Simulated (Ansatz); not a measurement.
# Geometry relaxation of H$_{15}$NO$_{6}$ (part 2 of 2)

H$_{15}$NO$_{6}$ (disordered cell, 22 atoms in the cell); DFT PBE, scalar-relativistic, plane waves, PAW, no spin polarisation (Ansatz 0.2.0); cutoff 420 eV, 1×1×1 k-mesh, Fermi–Dirac smearing of 0.02 eV. It belongs to a series of runs on one base structure; here: start relaxed.

Geometry of the input (Å; fractional positions):
```
5.5956  0.0000  0.0000
0.0000  5.5956  0.0000
0.0000  0.0000  5.5956
O  0.6345  0.3923  0.8890
H  0.7230  0.5169  0.8077
H  0.7072  0.3849  1.0459
O  0.2371  0.2111  0.1504
H  0.3261  0.0824  0.2244
H  0.2083  0.3220  0.2801
O  0.1809  0.6754  0.2967
H  0.3228  0.6519  0.3931
H  0.2359  0.6502  0.1345
O  0.7230  0.9408  0.7979
H  0.5680  1.0000  0.7486
H  0.7010  0.8996  0.9646
O  0.7083  0.0492  0.3900
H  0.6168  0.1483  0.2814
H  0.6637  -0.1124  0.3468
O  1.0149  0.2603  0.6798
H  0.9041  0.3400  0.5734
H  1.0059  0.0940  0.6327
N  0.3207  0.6381  0.7180
H  0.2894  0.8161  0.7371
H  0.1578  0.5577  0.7149
H  0.4017  0.5837  0.8713
```

## Output, continued
```
--- Per-component energies (eV) ---
  E_band       = -478.158456
  E_kinetic    = 1394.820226
  E_local      = -3821.454149  (includes V_loc(G=0)·N_el)
  E_nonlocal   = 360.589311
  E_hartree    = 1323.345124
  E_xc         = -633.934899
[...]
  E_vxc        = -810.109028  (∫ρ·V_xc dr)
  E_paw        = -1088.327406  (= ΣΔE_a)
  E_vpaw       = -248.691502  (= ΣTr[D̂ρ^β])
  E_aug_tail   = -0.003298  (compensation charges beyond the density's cutoff)
  E_ewald      = -1564.766752
  E_smearing   = -0.000000  (= −TS)
  E_closure    = -0.000000  (closes the sum)
  Σ components = -4029.731843   (vs F -4029.731843, Δ=0.00e0)
--- Forces (eV/Å), atoms counted from 1 ---
  atom   1  O      0.01953492    -0.13226532     0.12352520
  atom   2  H      0.05684099     0.02692517    -0.02681165
  atom   3  H     -0.05002284     0.15886591    -0.03609117
  atom   4  O     -0.01741426    -0.02857935     0.00842051
  atom   5  H      0.03863869    -0.02131952    -0.01560947
  atom   6  H     -0.02428677     0.03340273     0.03973109
  atom   7  O      0.07190558     0.02749814     0.09436632
  atom   8  H     -0.06743018    -0.00219364    -0.09309231
  atom   9  H      0.01565128     0.04098352    -0.01238069
  atom  10  O     -0.11757004    -0.04018387     0.06529711
  atom  11  H      0.06832680    -0.02080562     0.02919595
  atom  12  H      0.00030267    -0.03806396    -0.07995926
  atom  13  O     -0.05919074    -0.15480463    -0.01512002
  atom  14  H      0.04061419     0.00224291     0.00857064
  atom  15  H     -0.00237135     0.13032348    -0.01361606
  atom  16  O      0.04072993    -0.00884438    -0.04212945
  atom  17  H      0.00293699     0.02448948     0.01856654
  atom  18  H     -0.00609083     0.01661240    -0.01385178
  atom  19  N      0.06437389    -0.04753662     0.08303306
  atom  20  H     -0.00839634    -0.05224562    -0.06056240
  atom  21  H      0.02608103     0.01453983     0.01800005
  atom  22  H     -0.09317151     0.07095858    -0.07948986
  max |Σ_I F_I| component: 7.88e-6 eV/Å
--- Band table (eV) ---
  k-point 0: bands = ["-20.8964", "-20.3627", "-20.0099", "-19.9305", "-19.8102", "-19.5636", "-16.0598", "-8.6115", "-8.4745", "-7.9846", "-7.8379", "-7.4940", "-7.4322", "-6.2372", "-6.1243", "-5.3834", "-4.9795", "-4.8254", "-4.1251", "-4.0137", "-3.8965", "-2.6811", "-2.6560", "-2.3985", "-2.1806", "-1.9784", "-1.8287", "-1.3029", "3.1494", "6.5011", "6.9596", "7.5575", "7.8250", "7.9543", "8.6534", "9.0987", "9.4134", "9.5789", "10.2118", "10.5851", "10.7596", "10.8305", "10.8724", "11.3458", "11.4812", "11.9278", "12.0536", "12.3774", "12.8666", "12.9834"]
--- Relaxed structure (12 steps of the walk, 12 accepted, 0 SCFs on fresh bases) ---
  F+E_penalty+E_count = -4029.73184345 eV   max|allowed force component| = 1.589e-1 eV/Å
  atoms:
    - { symbol: O, position: [0.652666050790563, 0.4974949093289157, 1.0391312415996095] }
    - { symbol: H, position: [0.7955181744563335, 0.5858109105134068, 0.994202371803191] }
    - { symbol: H, position: [0.7070380387839589, 0.340667621080236, 1.0907563548329975] }
    - { symbol: O, position: [0.25384644908206405, 0.17718126433345066, 0.1519301860902888] }
    - { symbol: H, position: [0.18075382872422222, 0.015515933425731793, 0.14885121241206967] }
    - { symbol: H, position: [0.18641830069101722, 0.23596717141681364, 0.3060413154317994] }
    - { symbol: O, position: [0.09290793902065025, 0.7340219082635293, 0.2587743705373147] }
    - { symbol: H, position: [0.20202792996800573, 0.7245890160109669, 0.4019999371593284] }
    - { symbol: H, position: [0.15106998215958772, 0.6038345000001814, 0.15960972668007556] }
    - { symbol: O, position: [0.8679947080369554, 0.9214760530049403, 0.8449179361022091] }
    - { symbol: H, position: [0.7264152065570931, 0.9295044784662146, 0.7435383920899302] }
    - { symbol: H, position: [0.8110059584738903, 0.9680253839763441, 1.005559997433381] }
    - { symbol: O, position: [0.6662572085139297, 0.03784440142621447, 0.30762275753311147] }
    - { symbol: H, position: [0.4985076684899915, 0.08407448358710509, 0.25748443681296806] }
    - { symbol: H, position: [0.6665666749801441, -0.13541037374757675, 0.33087647086316946] }
    - { symbol: O, position: [1.0051355087050882, 0.29272863811713684, 0.5609776090841995] }
    - { symbol: H, position: [0.8631992854108766, 0.23729528155600635, 0.47269275924914445] }
    - { symbol: H, position: [1.010074490730512, 0.17332820745125865, 0.6901900926540614] }
    - { symbol: N, position: [0.3396474865070034, 0.6854858711517616, 0.6761288364578034] }
    - { symbol: H, position: [0.30681662380865005, 0.8270396808494309, 0.7872039253986904] }
    - { symbol: H, position: [0.19276653912489916, 0.5764957950036237, 0.693433725045517] }
    - { symbol: H, position: [0.4745686469845637, 0.5894794647843072, 0.7563237447291398] }
```

## Trajectory as extended XYZ (Å, eV, eV/Å), 5 of the 12 frames kept, from step=1 to step=12
```
22
Lattice="5.5956 0.0000 0.0000 0.0000 5.5956 0.0000 0.0000 0.0000 5.5956" Properties=species:S:1:pos:R:3:forces:R:3 step=1 energy=-4025.55992
O     3.5505    2.1951    4.9743   -0.1170   0.4821   1.4034
H     4.0458    2.8924    4.5196    0.0846   0.0437   0.1002
H     3.9570    2.1536    5.8525    0.5043  -0.2242  -0.1874
O     1.3267    1.1810    0.8415    0.6874  -0.3707  -0.3987
H     1.8248    0.4609    1.2554   -0.6835  -0.1151   0.0695
H     1.1656    1.8019    1.5673   -0.2471   0.0887   0.3157
O     1.0125    3.7793    1.6604   -0.8211   0.3876  -1.2031
H     1.8061    3.6480    2.1998    0.1655  -0.1821   1.0701
H     1.3200    3.6380    0.7529   -0.4672   0.0892   0.0063
O     4.0457    5.2641    4.4648   -0.0581  -1.9879   1.2755
H     3.1784    5.5953    4.1886    0.3890   0.2354  -0.0804
H     3.9225    5.0340    5.3975    0.2591   0.1279  -0.2742
O     3.9631    0.2752    2.1823   -0.4859   0.4179  -1.0560
H     3.4516    0.8298    1.5749   -0.0558   0.1357  -0.1856
H     3.7139   -0.6289    1.9404    0.1129  -0.1906   0.2077
O     5.6789    1.4567    3.8037    1.2882   0.5369  -0.6713
H     5.0587    1.9027    3.2083    0.0771  -0.5682  -0.1591
H     5.6286    0.5260    3.5402   -0.4940   0.1903   0.1158
N     1.7945    3.5706    4.0176   -0.1589   1.2132   0.3145
H     1.6196    4.5666    4.1244   -0.2408   0.3626  -0.0812
H     0.8829    3.1204    4.0005    0.0763  -0.2977  -0.0792
H     2.2477    3.2663    4.8754    0.1855  -0.3745  -0.5026
22
Lattice="5.5956 0.0000 0.0000 0.0000 5.5956 0.0000 0.0000 0.0000 5.5956" Properties=species:S:1:pos:R:3:forces:R:3 step=4 energy=-4028.16246
O     3.6444    2.2723    5.1939    0.3107   0.1107   0.3695
H     4.1189    2.9066    4.6263    0.0869   0.0518   0.0932
H     4.2726    2.1034    5.9145    0.1293  -0.1275  -0.0425
O     1.5576    1.1539    0.8472   -0.2344  -1.5530   1.1878
H     1.3908    0.2448    1.2703   -0.2083   1.0835  -0.9388
H     1.1067    1.6920    1.5429    0.2427  -0.1653  -0.2494
O     0.7977    3.9094    1.5771   -0.2122   0.1655  -0.1173
H     1.4889    3.7068    2.2779   -0.3373   0.1642   0.0698
H     1.1873    3.6364    0.7309   -0.1440  -0.0223   0.0497
O     4.2153    4.9734    4.5114    0.0988   0.0857   0.1536
H     3.5085    5.5699    4.1906    0.3748  -0.1466  -0.1672
H     4.1325    5.0792    5.4731    0.4321   0.0374   0.0879
O     3.9183    0.3767    1.9912   -0.3550  -0.1476  -0.5148
H     3.1741    0.7980    1.4881   -0.3261  -0.1305   0.1717
H     3.7025   -0.5794    2.0275    0.1110   0.4329   0.1365
O     5.8650    1.4553    3.5182   -0.3872  -0.7825  -0.1916
H     5.0707    1.7919    3.0706    0.0782  -0.0449  -0.2143
H     5.5109    0.5452    3.7241    0.2856   0.7265   0.2052
N     1.7629    3.7288    4.0031    0.0526   0.0557   0.0134
H     1.5102    4.6911    4.2277   -0.0065   0.0222   0.1308
H     0.9174    3.1529    3.9911    0.0146   0.0274   0.1051
H     2.3417    3.3205    4.7445   -0.0064   0.1565  -0.3384
22
Lattice="5.5956 0.0000 0.0000 0.0000 5.5956 0.0000 0.0000 0.0000 5.5956" Properties=species:S:1:pos:R:3:forces:R:3 step=7 energy=-4029.44530
O     3.7607    2.4244    5.4239    0.6692   0.0869   0.1766
H     4.4134    2.9629    4.9173   -0.2930  -0.2305   0.3000
H     4.3016    1.9755    6.1086   -0.3641   0.1467  -0.3123
O     1.4354    0.9048    0.8318   -0.0517  -0.0002   0.0582
H     1.0140    0.0202    1.0100   -0.0334   0.1241  -0.0490
H     1.1694    1.3955    1.6484   -0.1444  -0.2006  -0.0029
O     0.4763    4.0021    1.4977    0.1972  -0.0406  -0.1627
H     1.1163    3.9386    2.2764   -0.1478  -0.0353  -0.1756
H     0.9165    3.5084    0.7723   -0.1935   0.1182   0.3545
O     4.6697    5.0415    4.6307   -0.3357   0.3293  -0.0564
H     3.8910    5.4596    4.1935    0.3830  -0.2380   0.2205
H     4.5072    5.2246    5.5846    0.0821  -0.0207  -0.0811
O     3.7720    0.3818    1.8067   -0.1955  -0.1829   0.0143
H     2.8561    0.5853    1.4213    0.1774  -0.0642   0.0215
H     3.7362   -0.5575    2.0669    0.0940   0.1302  -0.0306
O     5.7876    1.5851    3.3038   -0.7757  -0.5821   0.0454
H     4.9395    1.5705    2.7784    0.6533  -0.1773   0.4122
H     5.6311    0.7988    3.9189    0.1259   0.8046  -0.5877
N     1.7918    3.8777    3.9166    0.0257   0.1274   0.0655
H     1.5073    4.7638    4.3518    0.0937  -0.2657  -0.0576
H     0.9960    3.2255    3.9759    0.0596   0.0844   0.0017
H     2.5060    3.4399    4.5066   -0.0266   0.0866  -0.1545
22
Lattice="5.5956 0.0000 0.0000 0.0000 5.5956 0.0000 0.0000 0.0000 5.5956" Properties=species:S:1:pos:R:3:forces:R:3 step=9 energy=-4029.65368
O     3.7162    2.5999    5.6226    0.3364  -0.0235   0.1898
H     4.4079    3.1822    5.2426   -0.1310  -0.0948   0.1582
H     4.1863    1.9636    6.1964   -0.2041   0.1573  -0.2415
O     1.4017    0.9148    0.8394    0.0194  -0.0122   0.0701
H     0.9831    0.0151    0.9115    0.0364   0.0358  -0.0107
H     1.0879    1.3087    1.6962   -0.0508  -0.0402  -0.0181
O     0.4565    4.0463    1.4620    0.0579  -0.0451  -0.1070
H     1.0838    3.9780    2.2468   -0.0217   0.0038   0.0041
H     0.8488    3.4389    0.8062   -0.0911   0.0557   0.1486
O     4.7648    5.0716    4.6798   -0.1581   0.0872   0.0216
H     3.9855    5.3594    4.1635    0.1153  -0.0913   0.0565
H     4.5408    5.3313    5.6033    0.0338   0.0092  -0.0650
O     3.7539    0.3175    1.7828   -0.0761  -0.1517   0.0119
H     2.8251    0.5064    1.4334    0.0071   0.0308  -0.0149
H     3.7999   -0.6454    1.9325    0.0535   0.0704  -0.0052
O     5.7266    1.6230    3.2372   -0.2270  -0.2745   0.0153
H     4.8835    1.4781    2.7457    0.2106  -0.0314   0.1255
H     5.6772    0.8821    3.8953    0.0402   0.3130  -0.2101
N     1.8323    3.8592    3.8285    0.0119   0.0465   0.0008
H     1.6358    4.7054    4.3707    0.0657  -0.1180  -0.0468
H     1.0160    3.2437    3.9398    0.0272   0.0348   0.0029
H     2.5813    3.3495    4.3061   -0.0556   0.0382  -0.0860
22
Lattice="5.5956 0.0000 0.0000 0.0000 5.5956 0.0000 0.0000 0.0000 5.5956" Properties=species:S:1:pos:R:3:forces:R:3 step=12 energy=-4029.73184
O     3.6520    2.7838    5.8145    0.0195  -0.1323   0.1235
H     4.4514    3.2779    5.5631    0.0568   0.0269  -0.0268
H     3.9563    1.9062    6.1034   -0.0500   0.1589  -0.0361
O     1.4204    0.9914    0.8501   -0.0174  -0.0286   0.0084
H     1.0114    0.0868    0.8329    0.0386  -0.0213  -0.0156
H     1.0431    1.3204    1.7125   -0.0243   0.0334   0.0397
O     0.5199    4.1073    1.4480    0.0719   0.0275   0.0944
H     1.1305    4.0545    2.2494   -0.0674  -0.0022  -0.0931
H     0.8453    3.3788    0.8931    0.0157   0.0410  -0.0124
O     4.8569    5.1562    4.7278   -0.1176  -0.0402   0.0653
H     4.0647    5.2011    4.1605    0.0683  -0.0208   0.0292
H     4.5380    5.4167    5.6267    0.0003  -0.0381  -0.0800
O     3.7281    0.2118    1.7213   -0.0592  -0.1548  -0.0151
H     2.7894    0.4704    1.4408    0.0406   0.0022   0.0086
H     3.7298   -0.7577    1.8514   -0.0024   0.1303  -0.0136
O     5.6243    1.6380    3.1390    0.0407  -0.0088  -0.0421
H     4.8301    1.3278    2.6450    0.0029   0.0245   0.0186
H     5.6519    0.9699    3.8620   -0.0061   0.0166  -0.0139
N     1.9005    3.8357    3.7833    0.0644  -0.0475   0.0830
H     1.7168    4.6278    4.4049   -0.0084  -0.0522  -0.0606
H     1.0786    3.2258    3.8802    0.0261   0.0145   0.0180
H     2.6555    3.2985    4.2321   -0.0932   0.0710  -0.0795
```

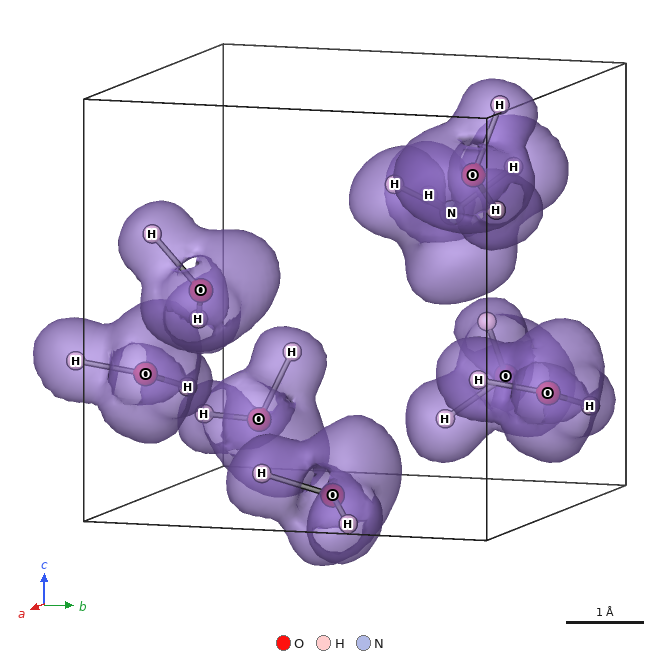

*Isosurface of the ELF at 0.75 (purple), seen slightly off an axis. Core shells and regions of very low density are left out. Sticks mark near contacts. The outline is the calculation cell.*

Along the contacts the grid gives the following. The fields are those of the smooth PAW valence density.

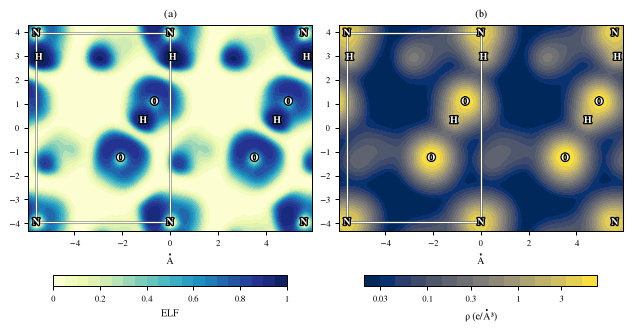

*(a) ELF; (b) valence pseudo-density on the (11̄0) plane of the calculation cell.*

The section cuts through O, H and N sites. O–H (0.99 Å): ρ is about 3.7 e/Å³ halfway; the ELF climbs to about 1 towards the hydrogen (a covalent bond by its length). Away from the nuclei the density in this plane falls to 0.007 e/Å³ at its lowest.

## Results in brief

- outcome: converged
- electrons treated: 56
- free energy: −4029.7318 eV
- Fermi energy: 0.923 eV
- gap on the k-point mesh: 4.45 eV
- final volume: 175.20 Å³
- largest force (length of the vector) at the end: 0.182 eV/Å
- hardware: 1 thread of Arm Neoverse V1, 24 GiB of memory available, shared host
- wall time: 18 s
- peak memory: 0.31 GiB

The input asks for low accuracy. The k-point mesh is coarse for a cell of this size, so the results may not be converged.
